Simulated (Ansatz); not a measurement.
# LaScF2: what a guessed cell relaxes into, part 2 of 2

Aim: relax a trial structure of LaScF2 and see where it ends.

Ansatz 0.2.0; DFT PBE, scalar-relativistic, plane waves, PAW.

### 4 Final relaxation

File input.yaml:

```yaml
crystal:
  lattice:
    - [4.06985678, 0.0, 0.0]
    - [0.0, 4.06985678, 0.0]
    - [0.0, 0.0, 4.08192996]
  atoms:
    - { symbol: La, position: [0.0, 0.0, 0.0] }
    - { symbol: Sc, position: [0.5, 0.5, 0.0] }
    - { symbol: F, position: [0.5, 0.0, 0.5] }
    - { symbol: F, position: [0.0, 0.5, 0.5] }
basis:
  ecutwfc: 420
kpoints:
  mp_grid: { grid: [12, 12, 12] }
hamiltonian:
  xc: pbe
scf:
  occupations: { method: gaussian, width: 0.1 }
output:
  forces: true
  stress: true
  eigenvalues: true
relax:
  adjacent_minimum: "off"
  f_tol: 0.01
  max_steps: 80
  cell: { stress_tol: 0.05 }
```

Command:

```
ansatz run input.yaml --threads 1 --pin off --max-ram 2560MiB --backend cpu --events-out ev --progress --plain --runs-dir out
```

Output:

```text
Warning: RAYON_NUM_THREADS=1 ignored (pool sized by the plan → 1); use --threads N
Engine: ansatz 0.2.0, x86_64-unknown-linux-gnu
Pseudopotentials: kind: paw
Pseudopotential: La, paw, valence charge 11, recommended cutoff 420 eV (normal), La.paw.azcp
Pseudopotential: Sc, paw, valence charge 11, recommended cutoff 420 eV (normal), Sc.paw.azcp
Pseudopotential: F, paw, valence charge 7, recommended cutoff 420 eV (normal), F.paw.azcp
Functional definition: PBE
  parameter kappa = 0.804
  parameter beta = 0.06672455060314922
  exchange = pbe_x(kappa = kappa, mu = beta*pi^2/3)
  correlation = pbe_c(beta = beta)
Crystal: 4 atoms, lattice volume = 67.612 Å³
Basis set: ecut = 420 eV, 1357 PW (Γ), exchange–correlation on 60×60×60 points (8 copies of the dense FFT grid, shifted against one another)
Bands: 22, of which v1, the nominal top of the filled ones, is band 18 counted from 1 (17 counted from 0)
Symmetry: 16 space group operations
Space group: P4/mmm (ITA 123), of the structure as read, at distance tolerance 4.1e-5 Å
k-points: 196 of 1728
Non-local potential: La, projectors of the file, l = 0: 3, l = 1: 2, l = 2: 2, l = 3: 3
Non-local potential: Sc, projectors of the file, l = 0: 3, l = 1: 2, l = 2: 3, l = 3: 1
Non-local potential: F, projectors of the file, l = 0: 2, l = 1: 2, l = 2: 1
PAW form: soft (Blöchl's): semilocal exchange-correlation on the pseudo side does not see the compensation charge
PAW one-centre angular grid: La, 590 points (default); XC on 64 Gauss nodes
PAW one-centre angular grid: Sc, 590 points (default); XC on 64 Gauss nodes
PAW one-centre angular grid: F, 110 points (default); XC on 64 Gauss nodes
Initial density: superposition of atomic densities (neutral atoms: chi_scale 0, normalization atom), corrected by the library's trained network
Initial wavefunctions: pseudopotential atomic-orbital guess
Functional: x = pbe(κ = 0.804, μ = 0.2195149727645171), c = pbe(β = 0.06672455060314922)
SCF iter   1: F=—  HF=-10003.398433 eV  |F-HF|=—  |Δ(HF+E_count)|=         —  Δρ=7.67e-3  dr2=2.11e-2  ethr=1.77e-3  ⟨swp⟩=4.5  Hψ=17828  notcnv=0
preconditioner: auto → Kerker (q_TF=auto, 2.456 Å⁻¹)  [metal: Δε(μ)=0.010 eV  Ē_g=9.223 eV  σ=0.100 eV  W_gap=0.06  n_scr=18 (ndim 8)  ℏωp=21.2 eV  f_vac=0.000  D(μ)=4.28/eV (n_scr^D=32)]
SCF iter   2: F=—  HF=-10003.397668 eV  |F-HF|=—  |Δ(HF+E_count)|=   7.65e-4  Δρ=3.92e-3  dr2=6.38e-3  ethr=5.86e-5  ⟨swp⟩=2.1  Hψ=8028  notcnv=0  defer=1
SCF iter   3: F=—  HF=-10003.398190 eV  |F-HF|=—  |Δ(HF+E_count)|=   5.22e-4  Δρ=1.47e-3  dr2=1.94e-3  ethr=1.77e-5  ⟨swp⟩=2.4  Hψ=7472  notcnv=0  defer=1
SCF iter   4: F=—  HF=-10003.398259 eV  |F-HF|=—  |Δ(HF+E_count)|=   6.87e-5  Δρ=6.40e-4  dr2=5.06e-4  ethr=5.38e-6  ⟨swp⟩=2.1  Hψ=6009  notcnv=0  defer=1
SCF iter   5: F=—  HF=-10003.398295 eV  |F-HF|=—  |Δ(HF+E_count)|=   3.66e-5  Δρ=4.23e-4  dr2=1.18e-4  ethr=1.41e-6  ⟨swp⟩=2.1  Hψ=6361  notcnv=0  defer=1
SCF iter   6: F=—  HF=-10003.398292 eV  |F-HF|=—  |Δ(HF+E_count)|=   3.39e-6  Δρ=1.38e-4  dr2=1.03e-5  ethr=3.27e-7  ⟨swp⟩=2.0  Hψ=6731  notcnv=0  defer=1
SCF iter   7: F=—  HF=-10003.398181 eV  |F-HF|=—  |Δ(HF+E_count)|=   1.11e-4  Δρ=3.21e-5  dr2=7.78e-7  ethr=2.87e-8  ⟨swp⟩=2.0  Hψ=7227  notcnv=0  defer=1
SCF iter   8: F=—  HF=-10003.398182 eV  |F-HF|=—  |Δ(HF+E_count)|=   9.25e-7  Δρ=9.01e-6  dr2=1.02e-7  ethr=2.16e-9  ⟨swp⟩=2.0  Hψ=7510  notcnv=0  defer=1
SCF iter   9: F=-10003.398182 eV  HF=-10003.398182 eV  |F-HF|=8.96e-9  |Δ(HF+E_count)|=   8.91e-8  Δρ=3.23e-6  dr2=1.40e-8  ethr=2.78e-10  ⟨swp⟩=5.4  Hψ=18480  notcnv=0
SCF 1 converged in 9 iterations: F = -10003.398182 eV  dr2 = 1.40e-8
relax step   1: F+E_penalty+E_count = -10003.39818190 eV  Δ(F+E_penalty+E_count) = +0.000e0 eV  max|allowed force component| = 2.199e-29 eV/Å  Δτ_max = 0.0000 Å  P = +2.627 GPa  Ω = 67.612 Å³  (9 SCF iters, dr2 threshold 1.00e-7 eV, accepted)
Crystal: 4 atoms, lattice volume = 70.535 Å³
Basis set: ecut = 420 eV, 1365 PW (Γ), exchange–correlation on 60×60×60 points (8 copies of the dense FFT grid, shifted against one another)
Initial density: handed on by an earlier stage of this run
Initial wavefunctions: those handed on with the density
iter 1 solved again at ethr=7.74e-4 eV; its pass at ethr=3.10e-3 eV (dr2=2.79e-1 eV) is discarded
SCF iter   1: F=—  HF=-10003.627855 eV  |F-HF|=—  |Δ(HF+E_count)|=         —  Δρ=1.49e-2  dr2=2.79e-1  ethr=7.74e-4  ⟨swp⟩=1.1  Hψ=36160  notcnv=0
preconditioner: auto → Kerker (q_TF=auto, 2.439 Å⁻¹)  [metal: Δε(μ)=0.004 eV  Ē_g=9.466 eV  σ=0.100 eV  W_gap=0.02  n_scr=18 (ndim 8)  ℏωp=20.7 eV  f_vac=0.001  D(μ)=5.09/eV (n_scr^D=56)]
SCF iter   2: F=—  HF=-10003.581746 eV  |F-HF|=—  |Δ(HF+E_count)|=   4.61e-2  Δρ=8.49e-3  dr2=9.95e-2  ethr=7.74e-4  ⟨swp⟩=2.8  Hψ=5265  notcnv=0
SCF iter   3: F=—  HF=-10003.559280 eV  |F-HF|=—  |Δ(HF+E_count)|=   2.25e-2  Δρ=6.18e-3  dr2=2.83e-2  ethr=2.76e-4  ⟨swp⟩=2.3  Hψ=8471  notcnv=0
SCF iter   4: F=—  HF=-10003.552546 eV  |F-HF|=—  |Δ(HF+E_count)|=   6.73e-3  Δρ=1.45e-3  dr2=1.90e-3  ethr=7.87e-5  ⟨swp⟩=2.0  Hψ=6623  notcnv=0
SCF iter   5: F=—  HF=-10003.552345 eV  |F-HF|=—  |Δ(HF+E_count)|=   2.01e-4  Δρ=4.21e-4  dr2=1.02e-4  ethr=5.29e-6  ⟨swp⟩=2.7  Hψ=8068  notcnv=0
SCF iter   6: F=—  HF=-10003.552378 eV  |F-HF|=—  |Δ(HF+E_count)|=   3.38e-5  Δρ=1.30e-4  dr2=1.35e-5  ethr=2.84e-7  ⟨swp⟩=2.1  Hψ=6862  notcnv=0
SCF iter   7: F=—  HF=-10003.552383 eV  |F-HF|=—  |Δ(HF+E_count)|=   4.25e-6  Δρ=6.94e-5  dr2=4.10e-6  ethr=3.74e-8  ⟨swp⟩=2.0  Hψ=7876  notcnv=0
SCF iter   8: F=-10003.552383 eV  HF=-10003.552383 eV  |F-HF|=1.44e-7  |Δ(HF+E_count)|=   1.89e-7  Δρ=1.67e-5  dr2=1.91e-7  ethr=1.11e-9  ⟨swp⟩=6.9  Hψ=27516  notcnv=0
SCF 2 converged in 8 iterations: F = -10003.552383 eV  dr2 = 1.91e-7
relax step   2: F+E_penalty+E_count = -10003.55238286 eV  Δ(F+E_penalty+E_count) = -1.542e-1 eV  max|allowed force component| = 1.662e-29 eV/Å  Δτ_max = 0.0000 Å  P = -0.622 GPa  Ω = 70.535 Å³  energy of the carried Pulay correction = -6.204e-3 eV  (8 SCF iters, dr2 threshold 4.00e-7 eV, accepted)
Crystal: 4 atoms, lattice volume = 69.548 Å³
Basis set: ecut = 420 eV, 1349 PW (Γ), exchange–correlation on 60×60×60 points (8 copies of the dense FFT grid, shifted against one another)
iter 1 solved again at ethr=4.24e-5 eV; its pass at ethr=3.10e-3 eV (dr2=1.53e-2 eV) is discarded
SCF iter   1: F=—  HF=-10003.560674 eV  |F-HF|=—  |Δ(HF+E_count)|=         —  Δρ=3.95e-3  dr2=1.51e-2  ethr=4.24e-5  ⟨swp⟩=1.6  Hψ=31216  notcnv=0
preconditioner: auto → Kerker (q_TF=auto, 2.445 Å⁻¹)  [metal: Δε(μ)=0.005 eV  Ē_g=9.323 eV  σ=0.100 eV  W_gap=0.03  n_scr=18 (ndim 8)  ℏωp=20.9 eV  f_vac=0.000  D(μ)=4.63/eV (n_scr^D=48)]
SCF iter   2: F=—  HF=-10003.557564 eV  |F-HF|=—  |Δ(HF+E_count)|=   3.11e-3  Δρ=1.71e-3  dr2=1.52e-3  ethr=4.19e-5  ⟨swp⟩=2.0  Hψ=6109  notcnv=0
SCF iter   3: F=—  HF=-10003.557262 eV  |F-HF|=—  |Δ(HF+E_count)|=   3.02e-4  Δρ=8.53e-4  dr2=7.45e-4  ethr=4.23e-6  ⟨swp⟩=2.6  Hψ=6928  notcnv=0
SCF iter   4: F=—  HF=-10003.557036 eV  |F-HF|=—  |Δ(HF+E_count)|=   2.26e-4  Δρ=2.06e-4  dr2=2.43e-5  ethr=2.07e-6  ⟨swp⟩=2.0  Hψ=5922  notcnv=0
SCF iter   5: F=—  HF=-10003.556987 eV  |F-HF|=—  |Δ(HF+E_count)|=   4.85e-5  Δρ=1.08e-4  dr2=8.06e-6  ethr=6.74e-8  ⟨swp⟩=2.0  Hψ=7705  notcnv=0
SCF iter   6: F=—  HF=-10003.556988 eV  |F-HF|=—  |Δ(HF+E_count)|=   1.27e-6  Δρ=2.76e-5  dr2=5.02e-7  ethr=2.24e-8  ⟨swp⟩=2.0  Hψ=6379  notcnv=0
SCF iter   7: F=-10003.556989 eV  HF=-10003.556989 eV  |F-HF|=1.95e-8  |Δ(HF+E_count)|=   3.06e-7  Δρ=7.61e-6  dr2=5.11e-8  ethr=1.11e-9  ⟨swp⟩=8.0  Hψ=24457  notcnv=0
SCF 3 converged in 7 iterations: F = -10003.556989 eV  dr2 = 5.11e-8
relax step   3: F+E_penalty+E_count = -10003.55698877 eV  Δ(F+E_penalty+E_count) = -4.606e-3 eV  max|allowed force component| = 1.183e-29 eV/Å  Δτ_max = 0.0000 Å  P = +0.076 GPa  Ω = 69.548 Å³  energy of the carried Pulay correction = -3.957e-3 eV  (7 SCF iters, dr2 threshold 4.00e-7 eV, accepted)
[... 10 lines left out ...]
relax step   4: F+E_penalty+E_count = -10003.55697403 eV  Δ(F+E_penalty+E_count) = +1.473e-5 eV  max|allowed force component| = 5.009e-29 eV/Å  Δτ_max = 0.0000 Å  P = +0.022 GPa  Ω = 69.593 Å³  energy of the carried Pulay correction = -4.050e-3 eV  (6 SCF iters, dr2 threshold 4.76e-8 eV, accepted)
[... 13 lines left out ...]
relax step   5: F+E_penalty+E_count = -10003.57244360 eV  Δ(F+E_penalty+E_count) = -1.547e-2 eV  max|allowed force component| = 3.658e-29 eV/Å  Δτ_max = 0.0000 Å  P = +0.404 GPa  Ω = 69.593 Å³  stress off target by 6.64e-1 GPa  SCF on the basis re-selected at this cell (its energy is not comparable with the rows above)  (8 SCF iters)
[... 11 lines left out ...]
relax step   6: F+E_penalty+E_count = -10003.57377526 eV  Δ(F+E_penalty+E_count) = -1.332e-3 eV  max|allowed force component| = 1.913e-29 eV/Å  Δτ_max = 0.0000 Å  P = +0.084 GPa  Ω = 69.939 Å³  energy of the carried Pulay correction = -7.540e-4 eV  (6 SCF iters, dr2 threshold 4.00e-7 eV, accepted)
[... 11 lines left out ...]
relax step   7: F+E_penalty+E_count = -10003.57360593 eV  Δ(F+E_penalty+E_count) = +1.693e-4 eV  max|allowed force component| = 1.568e-29 eV/Å  Δτ_max = 0.0000 Å  P = +0.003 GPa  Ω = 70.037 Å³  energy of the carried Pulay correction = -9.825e-4 eV  (7 SCF iters, dr2 threshold 3.55e-8 eV, accepted)
iter 1 solved again at ethr=8.49e-8 eV; its pass at ethr=3.10e-3 eV (dr2=3.06e-5 eV) is discarded
SCF iter   1: F=—  HF=-10003.574791 eV  |F-HF|=—  |Δ(HF+E_count)|=         —  Δρ=9.05e-5  dr2=7.70e-7  ethr=8.49e-8  ⟨swp⟩=4.1  Hψ=32340  notcnv=0
preconditioner: auto → Kerker (q_TF=auto, 2.442 Å⁻¹)  [metal: Δε(μ)=0.007 eV  Ē_g=9.393 eV  σ=0.100 eV  W_gap=0.04  n_scr=18 (ndim 8)  ℏωp=20.8 eV  f_vac=0.000  D(μ)=4.64/eV (n_scr^D=48)]
SCF iter   2: F=—  HF=-10003.574790 eV  |F-HF|=—  |Δ(HF+E_count)|=   9.75e-7  Δρ=4.44e-5  dr2=2.40e-7  ethr=2.14e-9  ⟨swp⟩=2.0  Hψ=6788  notcnv=0
SCF iter   3: F=—  HF=-10003.574791 eV  |F-HF|=—  |Δ(HF+E_count)|=   5.80e-7  Δρ=1.71e-5  dr2=2.72e-8  ethr=6.67e-10  ⟨swp⟩=2.0  Hψ=5672  notcnv=0
SCF iter   4: F=—  HF=-10003.574791 eV  |F-HF|=—  |Δ(HF+E_count)|=   9.01e-8  Δρ=1.09e-6  dr2=8.46e-10  ethr=7.56e-11  ⟨swp⟩=2.0  Hψ=7106  notcnv=0
SCF iter   5: F=—  HF=-10003.574791 eV  |F-HF|=—  |Δ(HF+E_count)|=  2.95e-10  Δρ=5.58e-7  dr2=3.11e-10  ethr=2.35e-12  ⟨swp⟩=2.1  Hψ=7757  notcnv=0
SCF iter   6: F=—  HF=-10003.574791 eV  |F-HF|=—  |Δ(HF+E_count)|=  6.18e-11  Δρ=2.32e-7  dr2=8.87e-11  ethr=1.00e-12  ⟨swp⟩=2.0  Hψ=7566  notcnv=0
SCF iter   7: F=-10003.574791 eV  HF=-10003.574791 eV  |F-HF|=1.82e-12  |Δ(HF+E_count)|=  3.64e-12  Δρ=6.97e-8  dr2=5.80e-12  ethr=1.00e-12  ⟨swp⟩=4.3  Hψ=15959  notcnv=0
SCF 8 converged in 7 iterations: F = -10003.574791 eV  dr2 = 5.80e-12
relax step   8: F+E_penalty+E_count = -10003.57479066 eV  Δ(F+E_penalty+E_count) = -1.185e-3 eV  max|allowed force component| = 1.035e-29 eV/Å  Δτ_max = 0.0000 Å  P = +0.015 GPa  Ω = 70.037 Å³  stress off target by 4.79e-2 GPa  SCF on the basis re-selected at this cell (its energy is not comparable with the rows above)  (7 SCF iters)
basis re-selected at this cell: Δ(F+E_penalty+E_count) = -1.185e-3 eV, ΔP = +0.013 GPa vs the last step (what re-selecting the basis moved, of the pressure what is left beyond the Pulay correction that the steps carried, after the strain that the cell walked since its last selection, with what the two solves' SCF thresholds leave and, on support functions, any second-order correction that the steps lacked; it is no measure of the basis error at this ecutwfc). This SCF's stress stands 4.79e-2 GPa from its target on what of the cell is left free (relax.cell.stress_tol is 5.00e-2 GPa) and its largest allowed force component is 1.04e-29 eV/Å (relax.f_tol is 1.00e-2 eV/Å): within both
SCF converged after 7 iterations
Free energy (F): -10003.574791 eV
Harris-Foulkes:  -10003.574791 eV  (|F-HF|=1.82e-12)
Internal energy: -10003.551572 eV  (E = F + TS)
E sigma→0 (E₀):  -10003.563181 eV
Entropy (-TS):   -0.023219 eV (-5.805 meV/atom)
Fermi energy:    11.980426 eV
--- Per-component energies (eV) ---
  E_band       = -199.811506
  E_kinetic    = 871.284175
  E_local      = -2122.710574  (includes V_loc(G=0)·N_el)
  E_nonlocal   = 329.772297
  E_hartree    = 759.174727
  E_xc         = -404.797750
  E_vxc        = -483.367279  (∫ρ·V_xc dr)
  E_paw        = -6773.849995  (= ΣΔE_a)
  E_vpaw       = -313.143616  (= ΣTr[D̂ρ^β])
  E_aug_tail   = 0.004056  (compensation charges beyond the density's cutoff)
  E_ewald      = -2662.428507
  E_smearing   = -0.023219  (= −TS)
  E_closure    = -0.000000  (closes the sum)
  Σ components = -10003.574791   (vs F -10003.574791, Δ=0.00e0)
--- Forces (eV/Å), atoms counted from 1 ---
  atom   1  La     0.00000000    -0.00000000     0.00000000
  atom   2  Sc     0.00000000     0.00000000     0.00000000
  atom   3  F      0.00000000     0.00000000     0.00000000
  atom   4  F      0.00000000     0.00000000     0.00000000
  max |Σ_I F_I| component: 3.43e-29 eV/Å
--- Stress (GPa, compression-positive) ---
        0.047087       0.000000       0.000000
        0.000000       0.047087       0.000000
        0.000000       0.000000      -0.047947
  P = ⅓ Tr σ = 0.0154 GPa (0.154 kbar)
--- Band table (eV; the first three rows and the last of 196) ---
  k-point 0: bands = ["-38.0845", "-21.3282", "-16.9826", "-16.7056", "-16.7056", "-13.4548", "-13.2447", "-5.0255", "-5.0255", "-4.9485", "4.6978", "4.6978", "5.0998", "5.1583", "5.5815", "5.5815", "9.5472", "10.1814", "10.6914", "11.0514", "12.7295", "12.7693"]
  k-point 1: bands = ["-38.0843", "-21.3234", "-16.9870", "-16.7053", "-16.7053", "-13.4594", "-13.2432", "-5.0174", "-5.0174", "-4.9720", "4.6594", "4.6594", "5.0196", "5.0941", "5.5715", "5.5715", "9.6628", "10.2909", "10.7050", "11.1896", "12.8061", "12.8061"]
  k-point 2: bands = ["-38.0838", "-21.3101", "-16.9990", "-16.7043", "-16.7043", "-13.4720", "-13.2391", "-5.0349", "-4.9950", "-4.9950", "4.5540", "4.5540", "4.8183", "4.9284", "5.5483", "5.5483", "9.9704", "10.5827", "10.7429", "11.5738", "12.9043", "12.9043"]
  k-point 195: bands = ["-38.0801", "-21.2287", "-17.0242", "-16.7212", "-16.7212", "-13.3645", "-13.3645", "-5.6094", "-5.1543", "-5.1543", "4.2006", "4.8914", "5.0976", "5.0976", "5.5741", "5.7620", "10.4568", "11.5820", "11.5820", "11.9072", "13.3303", "13.4426"]
--- Relaxed structure (6 steps of the walk, 6 accepted, 2 SCFs on fresh bases) ---
  F+E_penalty+E_count = -10003.57479066 eV   max|allowed force component| = 1.035e-29 eV/Å   (the final SCF, on the basis selected at the relaxed cell)
  cell:  # Å, volume = 70.0370 Å³
    - [4.28458987654213, -1.3949212324840658e-33, 0.0]
    - [-1.3949212324840658e-33, 4.28458987654213, 0.0]
    - [0.0, 0.0, 3.815125529178233]
  atoms:
    - { symbol: La, position: [-7.036606610493055e-36, 2.4515299146690848e-36, 0.0] }
    - { symbol: Sc, position: [0.5, 0.5, 0.0] }
    - { symbol: F, position: [0.5, -2.1668524230131736e-36, 0.49999999999999994] }
    - { symbol: F, position: [-1.1796515361275023e-35, 0.5, 0.49999999999999994] }
```

It took 6.7 min on 1 thread of Intel Xeon at 2.50GHz (Skylake/Cascade Lake), shared host; peak memory 0.58 GiB.

Step by step:

```csv
step,E - E(step 1) (eV/cell),largest force component (eV/Å),pressure (GPa),volume (Å³)
1,0.0000,0.0000,2.63,67.61
2,-0.1542,0.0000,-0.62,70.53
3,-0.1588,0.0000,0.08,69.55
4,-0.1588,0.0000,0.02,69.59
5,-0.1743,0.0000,0.40,69.59
6,-0.1756,0.0000,0.08,69.94
7,-0.1754,0.0000,0.00,70.04
8,-0.1766,0.0000,0.02,70.04
```

Step 1 is the start. Steps 5, 8 each repeat the geometry before them on a plane-wave basis chosen anew, so the energy can jump there without any move.

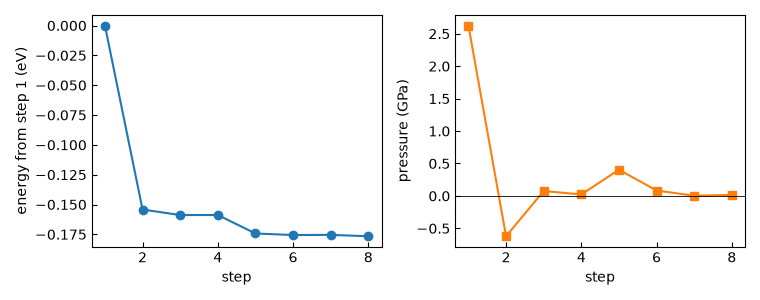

Energy and pressure along the relaxation.

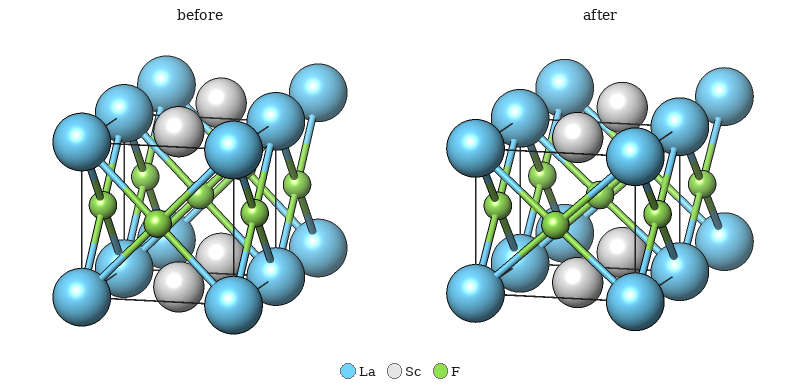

The structure before (left) and after (right) the relaxation, drawn at the same scale.

|  | before | after | change |
| --- | --- | --- | --- |
| a (Å) | 4.070 | 4.285 | +5.3 % |
| b (Å) | 4.070 | 4.285 | +5.3 % |
| c (Å) | 4.082 | 3.815 | -6.5 % |
| volume (Å³/atom) | 16.90 | 17.51 | +3.6 % |
| shortest distance (Å) | 2.878 | 2.868 | -0.3 % |
| space group (0.01 Å) | P4/mmm | P4/mmm | same |

The run keeps the 16 symmetry operations of the start, so it could not have lowered the symmetry.

### 5 Changing settings: ecutrho_ratio 8

File input.yaml:

```yaml
crystal:
  lattice:
    - [4.2845898765, 0.0, 0.0]
    - [0.0, 4.2845898765, 0.0]
    - [0.0, 0.0, 3.8151255292]
  atoms:
    - { symbol: La, position: [0.0, 0.0, 0.0] }
    - { symbol: Sc, position: [0.5, 0.5, 0.0] }
    - { symbol: F, position: [0.5, 0.0, 0.5] }
    - { symbol: F, position: [0.0, 0.5, 0.5] }
basis:
  ecutwfc: 420
  ecutrho_ratio: 8
kpoints:
  mp_grid: { grid: [12, 12, 12] }
hamiltonian:
  xc: pbe
scf:
  occupations: { method: gaussian, width: 0.1 }
output:
  forces: true
  eigenvalues: true
  stress: true
```

Command:

```
ansatz run input.yaml --threads 1 --pin off --max-ram 2560MiB --backend cpu --events-out ev --progress --plain --runs-dir out
```

Output (excerpt; [...] marks lines left out):

```text
Warning: RAYON_NUM_THREADS=1 ignored (pool sized by the plan → 1); use --threads N
[...]
[... 5 set-up lines as earlier in the session ...]
[...]
Crystal: 4 atoms, lattice volume = 70.037 Å³
Basis set: ecut = 420 eV, 1349 PW (Γ), exchange–correlation on 90×90×80 points (8 copies of the dense FFT grid, shifted against one another)
Bands: 22, of which v1, the nominal top of the filled ones, is band 18 counted from 1 (17 counted from 0)
[... 2 set-up lines as earlier in the session ...]
k-points: 196 of 1728
[...]
SCF iter   1: F=—  HF=-10003.577888 eV  |F-HF|=—  |Δ(HF+E_count)|=         —  Δρ=8.38e-3  dr2=4.16e-2  ethr=1.77e-3  ⟨swp⟩=4.7  Hψ=18014  notcnv=0
[...]
SCF iter   8: F=-10003.574805 eV  HF=-10003.574805 eV  |F-HF|=8.94e-9  |Δ(HF+E_count)|=   1.61e-7  Δρ=5.17e-6  dr2=2.27e-8  ethr=2.78e-10  ⟨swp⟩=6.9  Hψ=20229  notcnv=0
[...]
SCF converged after 8 iterations
Free energy (F): -10003.574805 eV
[...]
E sigma→0 (E₀):  -10003.563196 eV
Entropy (-TS):   -0.023218 eV (-5.805 meV/atom)
Fermi energy:    11.980393 eV
[...]
--- Forces (eV/Å), atoms counted from 1 ---
  atom   1  La     0.00000000     0.00000000     0.00000000
  atom   2  Sc    -0.00000000    -0.00000000    -0.00000000
  atom   3  F      0.00000000    -0.00000000    -0.00000000
  atom   4  F      0.00000000     0.00000000     0.00000000
[...]
--- Stress (GPa, compression-positive) ---
        0.046874       0.000000       0.000000
        0.000000       0.046874       0.000000
        0.000000       0.000000      -0.047591
  P = ⅓ Tr σ = 0.0154 GPa (0.154 kbar)
--- Band table (eV; the first three rows and the last of 196) ---
[... band rows left out ...]
[...]
```

Wall time 43 s (1 thread of Intel Xeon at 2.50GHz (Skylake/Cascade Lake), shared host); peak memory 0.62 GiB.

```tsv
run	ending	energy change	pressure (GPa)	gap (eV)	force (eV/Å)	cycles	time
step 4	converged	0	0.0	0.00	0.00	-	6.7 min
variant	converged	0.0 meV/atom	0.0	0.00	0.00	8	43 s
```

Changing the numerical grids hardly moves the energy: 0.0 meV/atom.

### 6 What came out

The summary covers parts 1 to 2. Changes of volume or cell count from the first structure of part 1.

```
                                                              quantity                                                                      value
                                symmetry at the end (tolerance 0.05 Å)                                               space group P4/mmm (No. 123)
                                                     conventional cell  a = 4.285 Å, b = 4.285 Å, c = 3.815 Å, α = 90.00°, β = 90.00°, γ = 90.00°
                                                                volume                                                              17.51 Å³/atom
energy over the elements (uncorrected; H, N, O, F and Cl as molecules)                                                              -1.62 eV/atom
                                                       gap on the mesh                                                               none (metal)
```

What this shows: The space group P4/mmm (No. 123) is kept, and the volume per atom grows by 3.6 % from the first guess. It lies below the elements, which doesn't yet make it stable: competing phases were not computed in this session. No finished test with a distortion of lower symmetry is shown, so the end may be a saddle point. Spin-orbit coupling is left out for La. Other magnetic orders were not searched.
